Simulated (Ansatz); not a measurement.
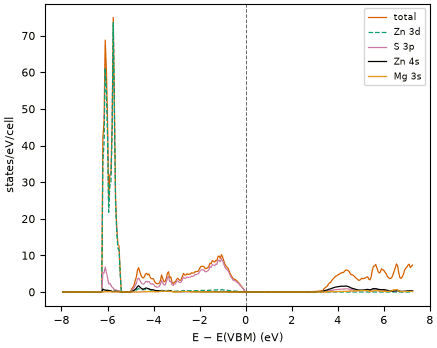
Fig. 1. Total and projected density of states of MgZn₃S₄ in space group Pm (No. 6; Pearson symbol mP8), DFT-PBEsol in the program Ansatz with PAW potentials

Question: Which orbitals carry the states next to the gap?

Answer: Top 1 eV of the valence band: S 3p 89 %, Zn 3d 7 %. Bottom 1 eV of the conduction band: Zn 4s 48 %, S 3s 25 %, S 3p 14 %, Mg 3s 6 %, outside the projected shells 7 %. Projections are on Löwdin-orthogonalised atomic valence shells; empty p or d shells of many metals are not among them.

Question: Where is the tallest occupied peak in this window, and what makes it?

Answer: Near -5.8 eV, about 75 states/eV per cell; the largest projected share is Zn 3d.

The workflow started from a Materials Project entry (that database holds measured and hypothetical structures alike); the Crystallography Open Database copy checked does not list it. With Mg and Zn taken as one species the cell has the higher symmetry P6_3mc, so it may be an ordered model of a mixed-site phase. Its standing as an ambient phase is unchecked. Symmetry was held in the PBEsol relaxation; of distortions, only those at the zone centre were tested.

Potentials: the later of the program's two PAW sets.
